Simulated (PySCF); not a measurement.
```yaml
atoms:
  - { symbol: Mg, position_ang: [0.0000, 0.0000, -2.0210] }
  - { symbol: As, position_ang: [0.0000, 0.0000, 0.6470] }
```

Computed with PBE0/def2-SVP, non-relativistic Hamiltonian with scalar-relativistic core potentials where named, at a bond length of 2.668 Å in PySCF.

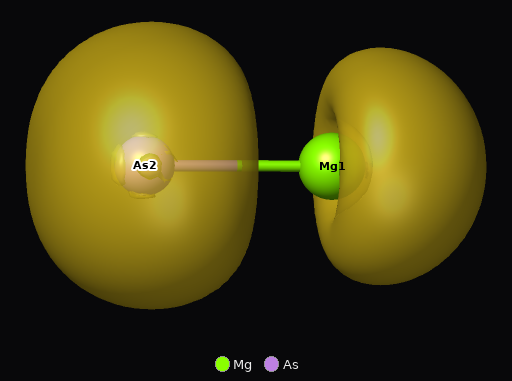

MgAs (quartet). Isosurfaces of the spin density (α minus β) at +0.015 (yellow) and −0.015 e/Å³ (cyan), seen from one side.

**Describe the spin distribution.**

The unpaired spin (3 electrons) lies mostly on As2 (about 2.2) and Mg1 (about 0.8), in electrons by Hirshfeld's partition.
